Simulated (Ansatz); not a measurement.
## Run report: SnH₇OF, single-point calculation

- system: SnH₇OF
- method: RKS PBE0-D4/def2-TZVPP (Ansatz 0.2.0)

The geometry is a transition state. The reaction was set up to form Sn1–F7, H6–O9 and H2–H8 and to break Sn1–H2, H6–F7 and H8–O9 (atoms counted from 1 in the order of the input); sticks are drawn by distance alone. The geometry comes from this level: PBE0-D4/def2-TZVP.

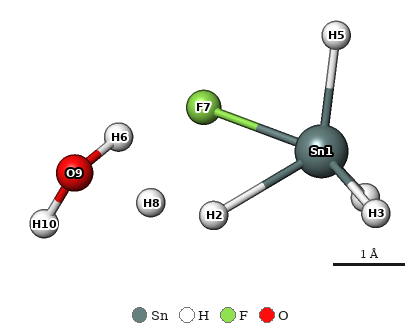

**Figure 1.** The structure as given in the input (ball-and-stick view, seen at a tilt; atoms are numbered from 1 in the order of the input). Sticks mark near contacts. Bond lengths as drawn: F–Sn 2.15 Å, H–O 0.96 to 1.04 Å and H–Sn 1.70 to 1.96 Å.

### Key numbers

```tsv
quantity	value
outcome	converged
total energy	−10705.4563 eV
mean-field energy	−10705.3353 eV
dispersion energy	−0.1210 eV
SCF solution under orbital rotations	stable
HOMO	−7.82 eV
LUMO	−1.02 eV
hardware	4 threads of Arm Neoverse V2, 23 GiB of memory available, shared host
wall time	1.6 s (CPU time 5.5 s)
peak memory	0.41 GiB
```

### The input
```yaml
crystal:
  periodic: [false, false, false]
  atoms:
    - {symbol: Sn, position_ang: [-0.831923, 1.179326, -0.147222]}
    - {symbol: H, position_ang: [-0.253322, -0.475993, -1.018059]}
    - {symbol: H, position_ang: [-1.734313, 1.239255, -1.630336]}
    - {symbol: H, position_ang: [-1.993580, 1.047352, 1.088411]}
    - {symbol: H, position_ang: [0.242298, 2.495113, -0.200249]}
    - {symbol: H, position_ang: [1.164879, -0.813427, 0.782110]}
    - {symbol: F, position_ang: [0.530502, 0.301805, 1.263480]}
    - {symbol: H, position_ang: [0.433930, -1.017936, -0.634045]}
    - {symbol: O, position_ang: [1.366938, -1.553574, 0.073327]}
    - {symbol: H, position_ang: [1.074592, -2.401821, 0.422684]}
basis:
  gaussian: {orbitals: def2-TZVPP}
hamiltonian: {xc: pbe0, dispersion: d4}
output: {orbitals: {seedname: orbitals}}
```

Launched with:
```bash
ansatz run in.yaml --threads 4 --pin off --events-out ev --progress --plain --max-ram 9574MiB
```

### Log
```
Functional definition: PBE0
  name "PBE0"
  cite "Adamo & Barone, J. Chem. Phys. 110, 6158 (1999) doi:10.1063/1.478522"
  cite "Perdew, Burke & Ernzerhof, Phys. Rev. Lett. 77, 3865 (1996) doi:10.1103/PhysRevLett.77.3865"
  parent pbe
  parameter a = 0.25
  parameter kappa = 0.804
  parameter beta = 0.06672455060314922
  exchange = (1 - a)*pbe_x(kappa = kappa, mu = beta*pi^2/3) + a*exact_x
  correlation = pbe_c(beta = beta)
1181 factors; their error is unknown
mean field evaluation 1: about -10700.6296 eV, gradient 5.6e1 eV
mean field evaluation 2: about -10692.4529 eV, gradient 9.0e1 eV
mean field evaluation 4: about -10705.2398 eV, gradient 2.9e0 eV
mean field evaluation 8: about -10705.2485 eV, gradient 2.9e-2 eV
mean field evaluation 16: about -10705.3352 eV, gradient 3.4e-5 eV
mean field -10705.33522490 eV, -393.4138131781 hartree, gradient 3.4e-5 eV, S^2 0.000000; 0 other end points of the search recorded, 0 dependent functions left out
reference -10705.33526148 eV, -393.4138145226 hartree; 23, 23 occupied and 187, 187 virtual orbitals, 1181 factors
Total energy: -10705.45630160 eV, -393.4182626649 hartree
```

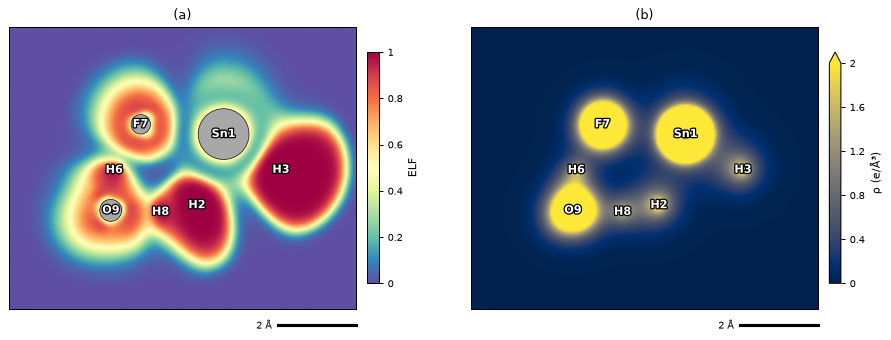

**Figure 2.** (a) ELF; (b) total electron density on the plane of atoms H2, Sn1 and H3. Grey discs, where drawn, cover atomic cores. Sn–F (2.15 Å): ρ is about 0.48 e/Å³ halfway; the ELF is about 0.10 at the midpoint.

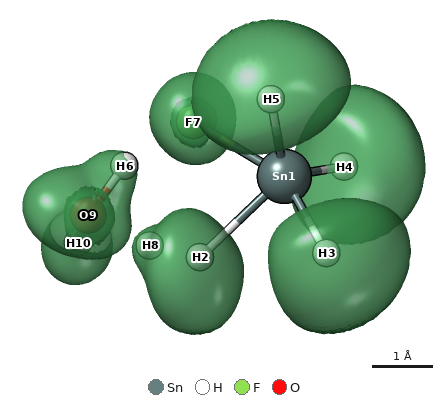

**Figure 3.** Isosurface of the ELF at 0.75 (green), seen at a tilt. Only the valence region is drawn (cores and ρ < 0.01 e/Å³ removed). Sn–F (2.15 Å): the ELF is about 0.10 at the midpoint.

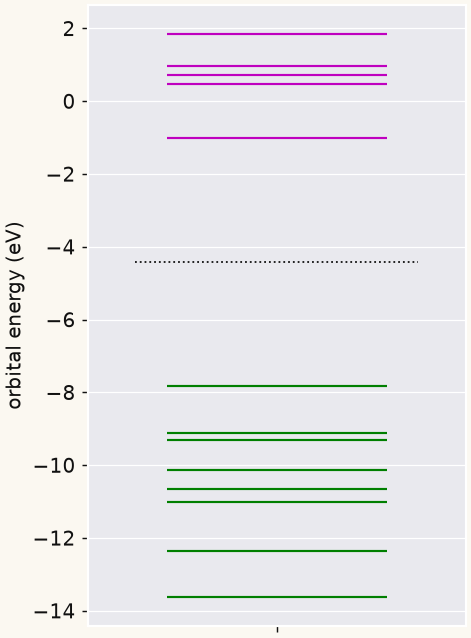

**Figure 4.** Orbital energies near the frontier; the dotted line parts filled from empty levels, and levels within 0.02 eV of each other stand side by side. Highest filled −7.82 eV, lowest empty −1.02 eV, 6.80 eV apart.
